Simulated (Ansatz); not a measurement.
Run report: C2H5FOSi, single-point calculation

System: C2H5FOSi, SMILES C=C[SiH](O)F.
Method: RKS B3LYP-D4/def2-TZVPP (Ansatz 0.2.0).

The geometry comes from this level: PBE0-D4/def2-TZVP. Figures and captions count atoms from 1; the log counts them from 0 in places.

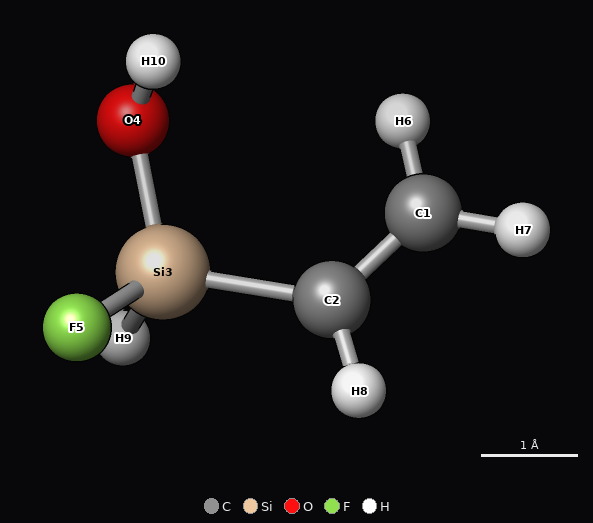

*The structure (ball-and-stick view, seen at a tilt; atoms are numbered from 1 in the order of the input).*

Bond lengths as drawn: C–C 1.33 Å, C–H 1.09 Å, C–Si 1.85 Å, F–Si 1.60 Å, H–O 0.96 Å, H–Si 1.48 Å and O–Si 1.63 Å.

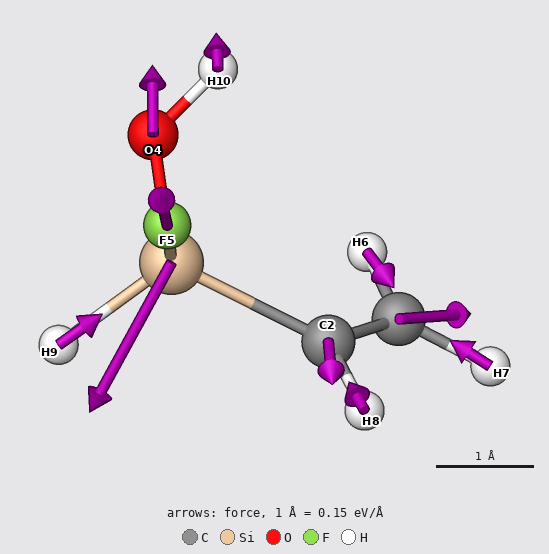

*Forces on the atoms as pink arrows (ball-and-stick view, seen at a tilt; atoms are numbered from 1 in the order of the input).*

The largest act on Si3 (0.28 eV/Å); F5 (0.21 eV/Å); C1 (0.17 eV/Å); O4 (0.13 eV/Å), among others. The geometry is not a stationary point of this energy.

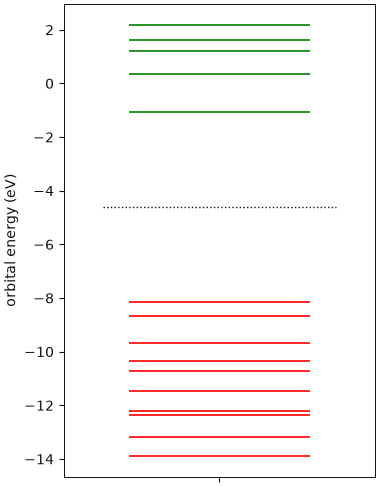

*Orbital energies near the frontier; the dotted line parts filled from empty levels, and levels within 0.02 eV of each other stand side by side.*

Highest filled −8.16 eV, lowest empty −1.08 eV, 7.08 eV apart.

These pictures come from the run below.

## The input
```yaml
crystal:
  periodic: [false, false, false]
  atoms:
    - {symbol: C, position_ang: [-1.098109, 0.447293, 1.114105]}
    - {symbol: C, position_ang: [-0.628326, 0.706164, -0.104103]}
    - {symbol: Si, position_ang: [0.596838, -0.388377, -0.952306]}
    - {symbol: O, position_ang: [1.350765, -1.383599, 0.099428]}
    - {symbol: F, position_ang: [1.651084, 0.570459, -1.679103]}
    - {symbol: H, position_ang: [-0.777672, -0.426697, 1.675041]}
    - {symbol: H, position_ang: [-1.825173, 1.088156, 1.604871]}
    - {symbol: H, position_ang: [-0.994494, 1.591941, -0.621161]}
    - {symbol: H, position_ang: [0.016060, -1.263684, -1.989099]}
    - {symbol: H, position_ang: [1.792224, -0.992754, 0.855326]}
basis:
  gaussian: {orbitals: def2-TZVPP}
hamiltonian: {xc: {name: B3LYP}, dispersion: d4}
output: {forces: true, orbitals: {seedname: orbitals}}
```

Launched with:
```bash
ansatz run in.yaml --threads 4 --pin off --events-out ev --progress --plain --max-ram 10444MiB
```

## The program's output
```
Functional definition: B3LYP
  name "B3LYP"
  cite "Stephens, Devlin, Chabalowski & Frisch, J. Phys. Chem. 98, 11623 (1994) doi:10.1021/j100096a001"
  cite "Becke, Phys. Rev. A 38, 3098 (1988) doi:10.1103/PhysRevA.38.3098"
  cite "Lee, Yang & Parr, Phys. Rev. B 37, 785 (1988) doi:10.1103/PhysRevB.37.785"
  cite "Vosko, Wilk & Nusair, Can. J. Phys. 58, 1200 (1980) doi:10.1139/p80-159"
  parameter a0 = 0.2
  parameter ax = 0.72
  parameter ac = 0.81
  exchange = (1 - a0 - ax)*slater_x + ax*b88_x + a0*exact_x
  correlation = (1 - ac)*vwn_rpa_c + ac*lyp_c
1253 factors; their error is unknown
mean field evaluation 1: about -14792.5149 eV, gradient 7.9e1 eV
mean field evaluation 2: about -14780.1676 eV, gradient 1.1e2 eV
mean field evaluation 4: about -14803.6794 eV, gradient 6.0e0 eV
mean field evaluation 8: about -14803.7738 eV, gradient 4.0e-1 eV
mean field evaluation 16: about -14803.7741 eV, gradient 1.9e-5 eV
mean field -14803.77406468 eV, -544.0286625185 hartree, gradient 1.9e-5 eV, S^2 0.000000; 0 other end points of the search recorded, 0 dependent functions left out
the calculation of the forces begins
reference -14803.77432494 eV, -544.0286720830 hartree; 24, 24 occupied and 212, 212 virtual orbitals, 1253 factors
Total energy: -14804.09353237 eV, -544.0404027396 hartree
Atom 0 at    -1.098109     0.447293     1.114105 Å, force    -0.080041    -0.010333     0.154082 eV/Å
Atom 1 at    -0.628326     0.706164    -0.104103 Å, force    -0.022081     0.071977    -0.075659 eV/Å
Atom 2 at     0.596838    -0.388377    -0.952306 Å, force    -0.205184    -0.102929    -0.156007 eV/Å
Atom 3 at     1.350765    -1.383599     0.099428 Å, force     0.065407    -0.061690     0.088377 eV/Å
Atom 4 at     1.651084     0.570459    -1.679103 Å, force     0.136940     0.122875    -0.100234 eV/Å
Atom 5 at    -0.777672    -0.426697     1.675041 Å, force    -0.035047     0.074575    -0.028753 eV/Å
Atom 6 at    -1.825173     1.088156     1.604871 Å, force     0.050852    -0.052264    -0.022562 eV/Å
Atom 7 at    -0.994494     1.591941    -0.621161 Å, force     0.024258    -0.055930     0.031657 eV/Å
Atom 8 at     0.016060    -1.263684    -1.989099 Å, force     0.032065     0.050748     0.061634 eV/Å
Atom 9 at     1.792224    -0.992754     0.855326 Å, force     0.032831    -0.037029     0.047466 eV/Å
Dipole moment:    -0.205260     0.129037     0.387360 e Å
```

## Key numbers

```json
{"quantity": "outcome", "value": "converged"}
{"quantity": "total energy", "value": "−14804.0935 eV"}
{"quantity": "mean-field energy", "value": "−14803.7743 eV"}
{"quantity": "dispersion energy", "value": "−0.3192 eV"}
{"quantity": "SCF solution under orbital rotations", "value": "stable"}
{"quantity": "HOMO", "value": "−8.16 eV"}
{"quantity": "LUMO", "value": "−1.08 eV"}
{"quantity": "largest force (length of the vector)", "value": "0.278 eV/Å"}
{"quantity": "dipole moment", "value": "2.19 D"}
{"quantity": "hardware", "value": "4 threads of Intel Xeon @ 2.80GHz, 23 GiB of memory available, shared host"}
{"quantity": "wall time", "value": "4.3 s (CPU time 14 s)"}
{"quantity": "peak memory", "value": "0.64 GiB"}
```
